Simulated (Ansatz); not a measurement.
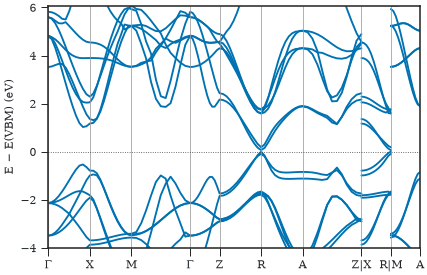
*Band structure from PBEsol (plane waves, PAW; program Ansatz)*

Read off the gap and where the band edges lie.

About 0.1 eV (0.07 eV by a search for the band edges); maximum at R, minimum at R.

The material is Pb$_{2}$SeS in space group P4/mmm (No. 123; Pb on 1a, Pb on 1d, Se on 1c, S on 1b).

The workflow started from a Materials Project entry (that database holds measured and hypothetical structures alike); the Crystallography Open Database copy checked does not list it. With Se and S taken as one species the cell has the higher symmetry Fm-3m, so it may be an ordered model of a mixed-site phase. Its standing as an ambient phase is unchecked. Symmetry was held in the PBEsol relaxation; of distortions, only those at the zone centre were tested. Spin–orbit coupling is left out wherever it is not named.

Potentials: the later of the program's two PAW sets.
